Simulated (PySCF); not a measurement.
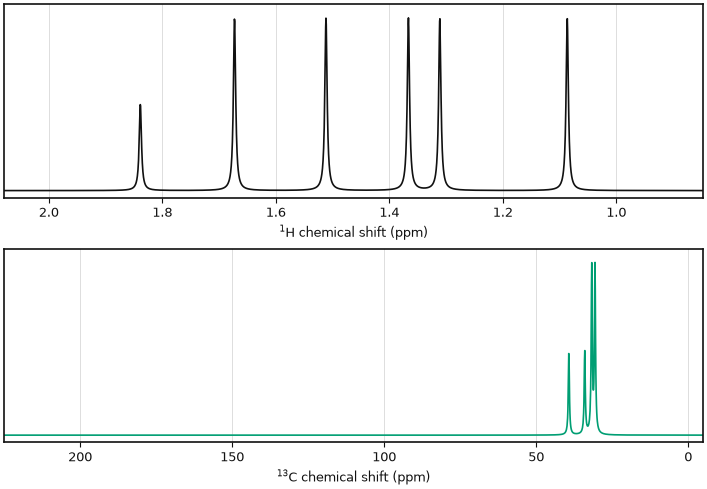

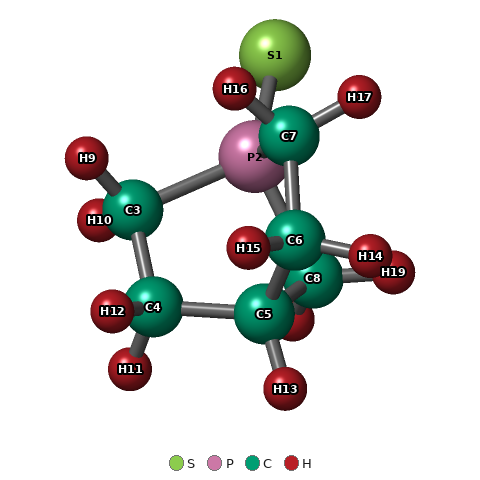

Spectrum and numbered structure of C₆H₁₁PS, SMILES S=[P@]12CC[C@H](CC1)C2. GIAO shifts, CAM-B3LYP/pcSseg-1 in PySCF, at a PBE0-D3(BJ)/def2-SVP geometry (no frequency check), against TMS for ¹H and TMS for ¹³C computed at the same level. Gas phase, fully decoupled, line heights follow the number of nuclei, widths are arbitrary (no quadrupolar broadening); values of one conformer, averaged over methyl-type rotors and exact or near symmetry.

Which ¹H nuclei are the least shielded, and which the most?

Least shielded: H13 at 1.84 ppm. Most shielded: H18 and H19 at 1.09 ppm.

Which atoms give which ¹³C line?

```csv
δ (ppm),nuclei,atoms
39.3,1,C8
34.0,1,C5
31.7,2,"C4, C6"
30.7,2,"C3, C7"
```

The order of signals that lie close, as those under 2 ppm apart, is within the error of the method.
